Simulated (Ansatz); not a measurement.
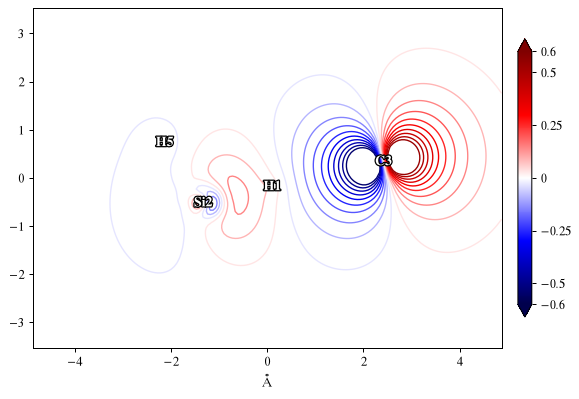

The picture shows: SiH4···CH3 (doublet). One frontier orbital on the plane of atoms H1, Si2 and H5 (values in Å⁻³ᐟ²; the overall sign is arbitrary).

Not at a stationary point (largest force 1.0 eV/Å).

Method: UKS revPBE-D4/def2-mTZVP in Ansatz 0.2.0.

```yaml
atoms:
  - { symbol: H, position_ang: [0.2126, 0.0299, 0.1230] }
  - { symbol: Si, position_ang: [1.4931, 0.2477, 0.7725] }
  - { symbol: C, position_ang: [-1.8693, -0.3104, -0.9668] }
  - { symbol: H, position_ang: [1.4931, 1.5752, 1.4689] }
  - { symbol: H, position_ang: [1.7458, -0.8327, 1.7804] }
  - { symbol: H, position_ang: [2.5919, 0.2311, -0.2472] }
  - { symbol: H, position_ang: [-1.6995, -1.3837, -1.0110] }
  - { symbol: H, position_ang: [-1.5681, 0.3218, -1.7988] }
  - { symbol: H, position_ang: [-2.3997, 0.1211, -0.1211] }
```

### Which orbital is it: HOMO (β) or LUMO (β)?

The LUMO (β), at −2.57 eV. By Hirshfeld shares it lies mainly on C3 (about 70 %), H8 (about 5 %), H7 (about 5 %) and H9 (about 5 %).
